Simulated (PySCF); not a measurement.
# AlH2Cl: electronic excitations at several levels of theory, part 2 of 2

PySCF 2.14.0. Atoms count from 0. The steps go on from the part before.

## 10. Ultraviolet spectrum: PBE0/aug-cc-pVTZ

The job: settings as JSON, then the geometry in Å.

```
{"job": {"kind": "uv", "xc": "PBE0", "basis": "aug-cc-pVTZ"}, "charge": 0, "multiplicity": 1}
Al    -0.613453     0.004041     0.082524
Cl     1.488264    -0.138663     0.060030
H     -1.247336     1.450624     0.106403
H     -1.435525    -1.344246     0.070548
```

With the program's defaults for keys left out, this is: TDDFT PBE0/aug-cc-pVTZ, vertical, gas phase, core orbitals frozen in the response.

The log of the run:

```text
coarse grid: 4488 points
cycle   1  E = -703.6089344881  dE = -9.791e-02  |g| = 2.559e-01  |ddm| = 3.221e+00
cycle   2  E = -703.6079187863  dE =  1.016e-03  |g| = 2.802e-01  |ddm| = 1.050e+00
cycle   3  E = -703.6286067590  dE = -2.069e-02  |g| = 2.213e-02  |ddm| = 4.513e-01
cycle   4  E = -703.6287265279  dE = -1.198e-04  |g| = 6.613e-03  |ddm| = 3.898e-02
cycle   5  E = -703.6287373262  dE = -1.080e-05  |g| = 1.286e-03  |ddm| = 9.630e-03
cycle   6  E = -703.6287377955  dE = -4.693e-07  |g| = 4.010e-04  |ddm| = 3.012e-03
final grid: 34384 points
cycle   7  E = -703.6414532132  dE = -5.582e-06  |g| = 1.784e-03  |ddm| = 2.608e-02
cycle   8  E = -703.6414532258  dE = -1.259e-08  |g| = 1.770e-03  |ddm| = 5.349e-03
cycle   9  E = -703.6414539577  dE = -7.319e-07  |g| = 1.203e-04  |ddm| = 2.539e-03
cycle  10  E = -703.6414539620  dE = -4.282e-09  |g| = 3.755e-05  |ddm| = 2.607e-04
cycle  11  E = -703.6414539624  dE = -3.990e-10  |g| = 3.876e-06  |ddm| = 4.836e-05
converged SCF energy = -703.6414539624

Static polarisability (au): isotropic 42.733, principal 36.012 42.106 50.080

Singlet excitations
state   eV       nm        f      main configurations
  1   5.3953    229.8   0.00000   H->L 0.99
  2   6.6361    186.8   0.00000   H-2->L 0.99
  3   6.7275    184.3   0.03844   H-1->L 0.96
  4   6.9223    179.1   0.02662   H-3->L 0.98
  5   7.1379    173.7   0.03378   H->L+1 0.93
  6   7.8787    157.4   0.07038   H->L+2 0.80, H->L+3 0.17
  7   7.9251    156.4   0.07424   H-1->L+1 0.95
  8   8.1044    153.0   0.09780   H->L+3 0.62, H-2->L+1 0.21, H->L+2 0.10
  9   8.3343    148.8   0.00269   H-2->L+1 0.73, H->L+3 0.14
 10   8.3584    148.3   0.05014   H->L+4 0.94

Triplet excitations (Tamm-Dancoff, eV): 4.9531 6.0782 6.2793 6.3799
```

Wall time 4.6 s (1 thread of Arm Neoverse V1, shared host); peak memory 0.46 GiB.

In short: HOMO -8.59 eV, LUMO -1.71 eV; lowest singlet 5.40 eV.

## 11. Ultraviolet spectrum: PBE0/def2-TZVPD

The job: settings as JSON, then the geometry in Å.

```
{"job": {"kind": "uv", "xc": "PBE0", "basis": "def2-TZVPD"}, "charge": 0, "multiplicity": 1}
Al    -0.613453     0.004041     0.082524
Cl     1.488264    -0.138663     0.060030
H     -1.247336     1.450624     0.106403
H     -1.435525    -1.344246     0.070548
```

Level: TDDFT PBE0/def2-TZVPD, vertical, gas phase, core orbitals frozen in the response.

The log of the run:

```text
coarse grid: 4488 points
cycle   1  E = -703.6129409486  dE = -1.051e-01  |g| = 2.550e-01  |ddm| = 1.458e+00
cycle   2  E = -703.6122296908  dE =  7.113e-04  |g| = 2.824e-01  |ddm| = 5.263e-01
cycle   3  E = -703.6321458410  dE = -1.992e-02  |g| = 2.565e-02  |ddm| = 2.761e-01
cycle   4  E = -703.6322579344  dE = -1.121e-04  |g| = 6.846e-03  |ddm| = 2.128e-02
cycle   5  E = -703.6322679076  dE = -9.973e-06  |g| = 1.712e-03  |ddm| = 5.600e-03
final grid: 34384 points
cycle   6  E = -703.6326476216  dE = -5.175e-06  |g| = 3.199e-03  |ddm| = 8.227e-03
cycle   7  E = -703.6326470841  dE =  5.375e-07  |g| = 3.243e-03  |ddm| = 4.836e-03
cycle   8  E = -703.6326494644  dE = -2.380e-06  |g| = 1.885e-04  |ddm| = 2.783e-03
cycle   9  E = -703.6326494760  dE = -1.154e-08  |g| = 7.367e-06  |ddm| = 1.923e-04
cycle  10  E = -703.6326494760  dE = -1.569e-11  |g| = 2.511e-06  |ddm| = 8.432e-06
converged SCF energy = -703.6326494760

Static polarisability (au): isotropic 42.718, principal 36.058 42.160 49.938

Singlet excitations
state   eV       nm        f      main configurations
  1   5.4113    229.1   0.00000   H->L 0.99
  2   6.6408    186.7   0.00000   H-2->L 0.99
  3   6.7471    183.8   0.03802   H-1->L 0.96
  4   6.9410    178.6   0.02700   H-3->L 0.98
  5   7.2030    172.1   0.03077   H->L+1 0.89
  6   7.9671    155.6   0.07352   H-1->L+1 0.96
  7   8.0096    154.8   0.10707   H->L+2 0.98
  8   8.1574    152.0   0.05738   H->L+3 0.64, H-2->L+1 0.30
  9   8.3890    147.8   0.00742   H-2->L+1 0.66, H->L+3 0.25
 10   8.7623    141.5   0.26677   H-3->L+1 0.81

Triplet excitations (Tamm-Dancoff, eV): 4.9726 6.0892 6.2926 6.3842
```

Run time: 2.9 s. Hardware: 1 thread of Arm Neoverse V1, shared host; peak memory 0.37 GiB.

This run: HOMO -8.60 eV, LUMO -1.69 eV; lowest singlet 5.41 eV.

## 12. TDDFT and polarisability: PBE0/6-31+G*

The job: settings as JSON, then the geometry in Å.

```
{"job": {"kind": "uv", "xc": "PBE0", "basis": "6-31+G*"}, "charge": 0, "multiplicity": 1}
Al    -0.613453     0.004041     0.082524
Cl     1.488264    -0.138663     0.060030
H     -1.247336     1.450624     0.106403
H     -1.435525    -1.344246     0.070548
```

Method: TDDFT PBE0/6-31+G*, vertical, gas phase, core orbitals frozen in the response.

The log of the run:

```text
coarse grid: 4488 points
cycle   1  E = -703.5779304174  dE = -9.309e-02  |g| = 2.394e-01  |ddm| = 1.700e+00
cycle   2  E = -703.5768775941  dE =  1.053e-03  |g| = 2.547e-01  |ddm| = 7.016e-01
cycle   3  E = -703.5985194209  dE = -2.164e-02  |g| = 1.401e-02  |ddm| = 3.756e-01
cycle   4  E = -703.5986022905  dE = -8.287e-05  |g| = 2.303e-03  |ddm| = 3.029e-02
cycle   5  E = -703.5986043483  dE = -2.058e-06  |g| = 1.983e-04  |ddm| = 4.824e-03
final grid: 34384 points
cycle   6  E = -703.5738469569  dE = -1.575e-06  |g| = 1.162e-03  |ddm| = 8.340e-03
cycle   7  E = -703.5738470223  dE = -6.532e-08  |g| = 1.092e-03  |ddm| = 3.165e-03
cycle   8  E = -703.5738474011  dE = -3.789e-07  |g| = 8.441e-05  |ddm| = 1.565e-03
cycle   9  E = -703.5738474036  dE = -2.505e-09  |g| = 1.076e-05  |ddm| = 1.494e-04
cycle  10  E = -703.5738474037  dE = -3.888e-11  |g| = 1.775e-06  |ddm| = 2.016e-05
converged SCF energy = -703.5738474037

Static polarisability (au): isotropic 33.878, principal 23.443 33.496 44.695

Singlet excitations
state   eV       nm        f      main configurations
  1   5.3910    230.0   0.00000   H->L 0.99
  2   6.6136    187.5   0.00000   H-2->L 0.99
  3   6.7015    185.0   0.05152   H-1->L 0.97
  4   6.9412    178.6   0.03012   H-3->L 0.99
  5   7.1933    172.4   0.02657   H->L+1 0.97
  6   7.9836    155.3   0.07356   H-1->L+1 0.96
  7   8.0996    153.1   0.06577   H->L+2 0.97
  8   8.3566    148.4   0.04782   H-2->L+1 0.92
  9   8.8171    140.6   0.30524   H->L+3 0.64, H-3->L+1 0.33
 10   9.0018    137.7   0.18225   H-3->L+1 0.60, H->L+3 0.35

Triplet excitations (Tamm-Dancoff, eV): 5.0384 6.0422 6.3634 6.3805
```

It took 1.2 s on 1 thread of Arm Neoverse V1, shared host; peak memory 0.37 GiB.

Key values: HOMO -8.63 eV, LUMO -1.76 eV; lowest singlet 5.39 eV.

## 13. Run by run: electronic excitations

Excitations and ground-state properties, with basis size and wall time:

```
                run  lowest singlet (eV)  brightest (eV)      f  gap (eV)  α (Å³)  μ (D)  functions    time
CAM-B3LYP/def2-SVPD                 5.52            9.10  0.346      9.23    6.23   1.44         67     6 s
  wB97X-D/def2-SVPD                 5.57            9.19  0.364     10.52    6.22   1.45         67   4.5 s
  LC-wPBE/def2-SVPD                 5.83            9.65  0.495     11.75    6.06   1.48         67   6.2 s
        PBE0/6-31G*                 5.40            9.20  0.402      6.89    4.61   1.63         40  0.97 s
      PBE0/def2-SVP                 5.40            9.33  0.193      6.90    4.72   1.25         46  0.99 s
     PBE0/def2-TZVP                 5.42            9.02  0.233      6.93    5.67   1.28         86   2.1 s
   PBE0/aug-cc-pVDZ                 5.34            8.15  0.112      6.82    6.26   1.37         72   1.7 s
   PBE0/aug-cc-pVTZ                 5.40            8.10  0.098      6.88    6.33   1.35        146   4.6 s
    PBE0/def2-TZVPD                 5.41            8.76  0.267      6.91    6.33   1.33        107   2.9 s
       PBE0/6-31+G*                 5.39            8.82  0.305      6.87    5.02   1.67         48   1.2 s
```

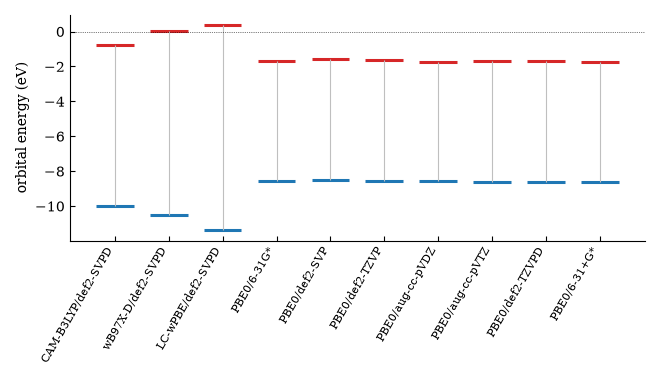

HOMO (blue) and LUMO (red) run by run.

## 14. Outcome

What follows sums up all 2 parts.

```
                                quantity                                             value
                             point group                                               C2v
    rotational constants (main isotopes)                            127.79, 6.76, 6.42 GHz
    lowest singlet (CAM-B3LYP/def2-SVPD)                       5.52 eV (225 nm), f = 0.000
brightest single state of those computed                      state 10, 9.10 eV, f = 0.346
                          lowest triplet                                           5.10 eV
       vertical ionisation energy (ΔSCF)                                          11.15 eV
       vertical electron affinity (ΔSCF)  -0.05 eV (unbound: the value hangs on the basis)
             range of the lowest singlet                                   5.34 to 5.83 eV
```

In words: Single values in the summary come from the first run of each kind that ended normally (CAM-B3LYP/def2-SVPD), which need not be the best level. The optimisation took 5 steps and gained 0.219 eV; among the close pairs (by a distance rule), Al0–Cl1 changed most, from 1.987 to 2.107 Å. The lowest singlet, at 5.52 eV, is HOMO→LUMO 0.97 and is dark; of the 10 states computed, the strongest absorption comes from state 10 at 9.10 eV (the last computed, so partners may be missing). The lowest triplet lies 0.42 eV below the lowest singlet (triplets in Tamm-Dancoff, singlets in full TDDFT). The orbital energy would give 9.99 eV for ionisation, ΔSCF gives 11.15 eV. The lowest singlet runs from 5.34 eV (PBE0/aug-cc-pVDZ) to 5.83 eV (LC-wPBE/def2-SVPD), while the orbital gap spans 6.82 to 11.75 eV. The lowest state need not be the same one in every run. The runs solved for a few states only, so the brightest column depends on that window.
